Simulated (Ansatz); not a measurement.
# SiH2 (SMILES [SiH2]): levels of theory compared

We compute a comparison of 6 runs (CAM-B3LYP/3-21G, wB97X/3-21G, RPA@PBE/3-21G, MP2/cc-pVDZ, UCCSD(T)/3-21G, FCI/cc-pVDZ) of SiH2. 

Program for the calculation: Ansatz 0.2.0.

61 further runs of the same task are left out: 61 set aside as unsound or not needed.

## (1) The system as given

SiH2 has 3 atoms, charge 0, and is taken as a singlet. SMILES: `[SiH2]`. The H2–Si1 distance was set to 3.814 Å, away from the relaxed value. At this shape a bond of the SMILES string is far longer than usual.

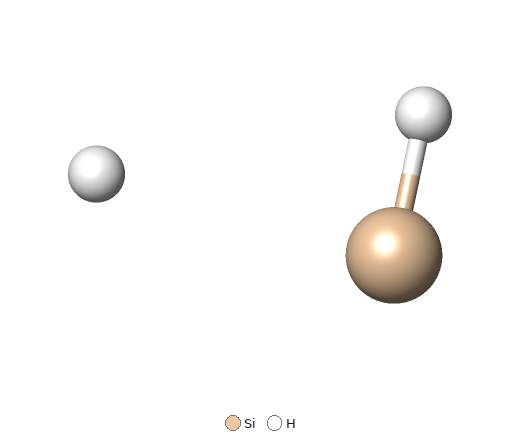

Viewed from a chosen angle; silicon light orange, hydrogen white.

## (2) A single-point energy at CAM-B3LYP/3-21G (run 1)

in.yaml reads:

```yaml
crystal:
  periodic: [false, false, false]
  atoms:
    - {symbol: Si, position_ang: [-2.488457, 0.303599, -1.317754]}
    - {symbol: H, position_ang: [0.840300, 0.578600, 0.522500]}
    - {symbol: H, position_ang: [-2.346357, -1.212201, -1.413054]}
basis:
  gaussian: {orbitals: 3-21G.json}
accuracy: high
magnetization: {spin_polarized: false, initial_magnetization: 0}
hamiltonian: {xc: {name: CAM-B3LYP}}
```

The basis set 3-21G is read from a file made from the Basis Set Exchange's data (not shown).

Run with:

```
ansatz run in.yaml --threads 1 --pin off --max-ram 2610MiB --events-out events.jsonl --progress --plain --runs-dir runs
```

Log:

```text
Warning: RAYON_NUM_THREADS=1 ignored (pool sized by the plan → 1); use --threads N
Functional definition: CAM-B3LYP
  name "CAM-B3LYP"
  parameter alpha = 0.19
  parameter beta = 0.46
  parameter omega = 0.33/bohr
  parameter ac = 0.81
  exchange = (1 - alpha - beta)*b88_x + beta*b88_x_sr(omega) + alpha*exact_x + beta*exact_x_lr(omega)
  correlation = (1 - ac)*vwn5_c + ac*lyp_c
316 factors; integrals over basis functions are off by at most 3.3e-9 eV
139 factors; integrals over basis functions are off by at most 2.1e-9 eV
mean field evaluation 1: about -7856.9706 eV, gradient 1.7e1 eV
mean field evaluation 2: about -7849.2890 eV, gradient 2.5e1 eV
mean field evaluation 4: about -7860.9211 eV, gradient 3.5e0 eV
mean field evaluation 8: about -7861.0294 eV, gradient 1.6e-1 eV
mean field evaluation 16: about -7861.0296 eV, gradient 3.8e-5 eV
mean field -7861.02963887 eV, -288.8875108313 hartree, gradient 2.4e-8 eV, S^2 0.000000; 1 other end points of the search recorded, 0 dependent functions left out
reference -7861.02965365 eV, -288.8875113745 hartree; 8, 8 occupied and 9, 9 virtual orbitals, 316 factors
Total energy: -7861.02965365 eV, -288.8875113745 hartree
```

Run time: 0.85 s. Hardware: 1 thread of Arm Neoverse V1, shared host.

## (3) The energy at wB97X/3-21G (run 2)

input.yaml reads:

```yaml
crystal:
  periodic: [false, false, false]
  atoms:
    - {symbol: Si, position_ang: [-2.488457, 0.303599, -1.317754]}
    - {symbol: H, position_ang: [0.840300, 0.578600, 0.522500]}
    - {symbol: H, position_ang: [-2.346357, -1.212201, -1.413054]}
basis:
  gaussian:
    orbitals: 3-21G.json
hamiltonian:
  xc: {name: wB97X}
accuracy: high
```

The basis set 3-21G is read from a file made from the Basis Set Exchange's data (not shown).

Run with:

```
ansatz run input.yaml --threads 1 --pin off --max-ram 2610MiB --events-out events.jsonl --progress --plain --runs-dir runs
```

Log, shortened:

```text
Warning: RAYON_NUM_THREADS=1 ignored (pool sized by the plan → 1); use --threads N
Functional definition: wB97X
  name "wB97X"
[...]
      + exact_x_lr(omega)
[...]
      + integral(e_c_pw_opposite_spin*poly(b97_u_opposite, 1, cos1, cos2, cos3, cos4))
316 factors; integrals over basis functions are off by at most 3.3e-9 eV
138 factors; integrals over basis functions are off by at most 1.3e-9 eV
[...]
mean field -7860.39767873 eV, -288.8642867244 hartree, gradient 5.9e-8 eV, S^2 0.000000; 1 other end points of the search recorded, 0 dependent functions left out
reference -7860.39767676 eV, -288.8642866518 hartree; 8, 8 occupied and 9, 9 virtual orbitals, 316 factors
Total energy: -7860.39767676 eV, -288.8642866518 hartree
```

Wall time 2.8 s (1 thread of Arm Neoverse V1, shared host); peak memory 0.16 GiB.

Runs 3 to 4 aren't shown in full; the table further down has their settings and results.

## (4) A single-point energy at UCCSD(T)/3-21G (run 5)

molecule.yaml reads:

```yaml
crystal:
  periodic: [false, false, false]
  atoms:
    - {symbol: Si, position_ang: [-2.488457, 0.303599, -1.317754]}
    - {symbol: H, position_ang: [0.840300, 0.578600, 0.522500]}
    - {symbol: H, position_ang: [-2.346357, -1.212201, -1.413054]}
basis:
  gaussian: {orbitals: 3-21G.json}
magnetization: {spin_polarized: true}
correlation: {method: ccsd_t, frozen_orbitals: {H: 0, Si: 5}}
accuracy: high
scf: {omitted_lower_state_checks: [cluster_reference, increment]}
```

The basis set 3-21G is read from a file made from the Basis Set Exchange's data (not shown).

Run with:

```
ansatz run molecule.yaml --threads 1 --pin off --max-ram 2610MiB --events-out events.jsonl --progress --plain --runs-dir runs
```

Log:

```text
Warning: RAYON_NUM_THREADS=1 ignored (pool sized by the plan → 1); use --threads N
[... 17 lines left out ...]
5 core orbitals not correlated: weight in the atoms' cores, before any rotation towards them, 1.000 or more for the frozen orbitals, at most 0.000 for the correlated occupied ones
[... 39 lines left out ...]
Total energy: -7849.13597971 eV, -288.4504269190 hartree
Checks for a lower state left out: cluster_reference, increment
```

It took 0.65 s on 1 thread of Arm Neoverse V1, shared host.

## (5) The energy at FCI/cc-pVDZ (run 6)

run.yaml reads:

```yaml
crystal:
  periodic: [false, false, false]
  atoms:
    - symbol: Si
      position_ang: [-2.488457, 0.303599, -1.317754]
    - symbol: H
      position_ang: [0.840300, 0.578600, 0.522500]
    - symbol: H
      position_ang: [-2.346357, -1.212201, -1.413054]
basis:
  gaussian: {orbitals: cc-pVDZ}
correlation: {method: fci, frozen_orbitals: {H: 0, Si: 5}}
accuracy: high
```

Run with:

```
ansatz run run.yaml --threads 1 --pin off --max-ram 2610MiB --events-out events.jsonl --progress --plain --runs-dir runs
```

Log, shortened:

```text
Warning: RAYON_NUM_THREADS=1 ignored (pool sized by the plan → 1); use --threads N
Functional definition: HF
  name "HF"
[...]
507 factors; integrals over basis functions are off by at most 3.7e-9 eV
[...]
mean field -7886.42900049 eV, -289.8209201544 hartree, gradient 1.9e-8 eV, S^2 0.000000; 6 other end points of the search recorded, 0 dependent functions left out; unrestricted orbitals would lower it
[...]
determinant -7886.42900049 eV, -289.8209201544 hartree, with singles and doubles -7891.04530122 eV, -289.9905660774 hartree
determinant -7884.51729782 eV, -289.7506663773 hartree, with singles and doubles -7889.68374775 eV, -289.9405299102 hartree
unrestricted determinant -7889.36906604 eV, -289.9289655707 hartree, S^2 1.0030
5 core orbitals not correlated: weight in the atoms' cores, before any rotation towards them, 1.000 or more for the frozen orbitals, at most 0.000 for the correlated occupied ones
reference -7886.42900049 eV, -289.8209201544 hartree; 3, 3 occupied and 20, 20 virtual orbitals, 507 factors
state -7891.91167062 eV, -290.0224045655 hartree
Total energy: -7891.91167062 eV, -290.0224045655 hartree
```

It took 6.6 s on 1 thread of Arm Neoverse V1, shared host; peak memory 0.23 GiB.

## (6) All runs side by side

```tsv
run	level	frozen core orbitals	energy (Eh)	wall time
1	CAM-B3LYP/3-21G	–	-288.887511	0.85 s
2	wB97X/3-21G	–	-288.864287	2.8 s
3	RPA@PBE/3-21G	5	-288.476805	0.95 s
4	MP2/cc-pVDZ	5	-289.940853	0.36 s
5	UCCSD(T)/3-21G	5	-288.450427	0.65 s
6	FCI/cc-pVDZ	5	-290.022405	6.6 s
```

## (7) Outcome

```
                                          quantity          value
                               run 6: total energy  -290.02240 Eh
run 6: correlation energy (5 core orbitals frozen)     -201.5 mEh
```

**Reading.** Against full CI in this basis: MP2 +81.6 mEh. Totals of different functionals can't be ranked against each other. In runs 3, 4 the log says that unrestricted orbitals would lower the reference, so the values rest on an unstable closed-shell determinant (other closed-shell runs at this shape may share the fault). In runs 1, 2, 3, 4 a closed-shell determinant meets a far-stretched bond, which it describes badly. Spin contamination of the reference: run 5 ⟨S²⟩ = 0.99. Where it is this large, the reference is a mixture of spin states, and values that rest on it are in doubt. All runs together took 12 s, the longest 6.6 s.
